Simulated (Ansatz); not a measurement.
# VSi2: pressure series

Base system: VSi$_{2}$ (space group P6_222, No. 180; a = 4.566 Å, c = 6.366 Å).

Cell and atoms are relaxed at each pressure.

Calculations: PBE (Ansatz, a program for electronic structure), without spin-orbit coupling.

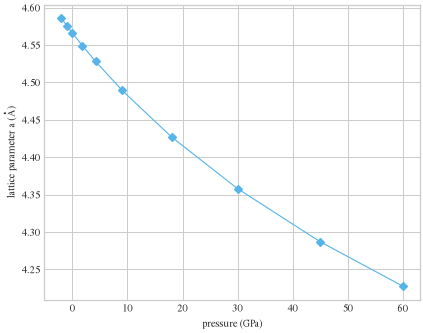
Figure. Lattice parameter a against pressure

```csv
pressure (GPa),lattice parameter a
-2,4.586 Å
-1,4.576 Å
1.8,4.549 Å
4.2,4.528 Å
9,4.490 Å
18,4.427 Å
30,4.358 Å
45,4.287 Å
60,4.228 Å
```

Load acts through the strain it causes; cell and atoms are relaxed under it. No phonon test of stability was made. No other phases were tried under pressure. Seeded moments were not kept for the base. The final runs are not spin-polarised. An odd electron count without spin: VSi2.
